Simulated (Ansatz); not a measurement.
The relaxed structure here is a generated cell of Al: the first start was made by placing the elements on the sites of a structure type, and the end was not matched to a known phase here, so it may be hypothetical. Known forms of Al include space group No. 225.

One stationary structure of Al. Space group Im-3m (No. 229), bcc (W type). Computed with r2SCAN (plane waves to 500 eV, PAW, scalar-relativistic; Ansatz, a program for electronic structure).

```xyz
1
Lattice="-1.5941 1.5941 1.5941 1.5941 -1.5941 1.5941 1.5941 1.5941 -1.5941" Properties=species:S:1:pos:R:3 pbc="T T T"
Al     0.0000     0.0000     0.0000
```

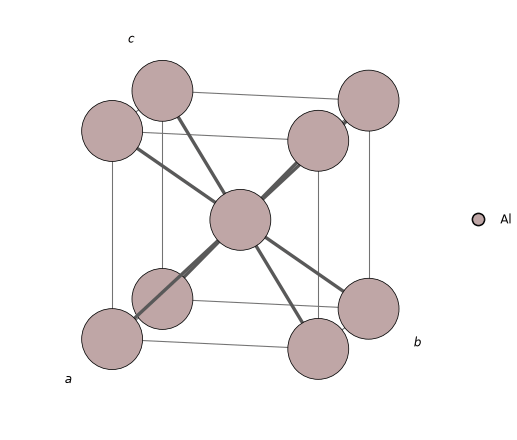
Figure: The conventional cell of the relaxed structure

For Al, the volume per atom comes out as 16.20 Å³ and the band gap is no gap (metallic). The shortest distances comes out as Al–Al 2.76 Å and the k-mesh is 20×20×20.

No spin polarisation in the result.

The run could not lose the symmetry of its start, so the end can be a saddle point.
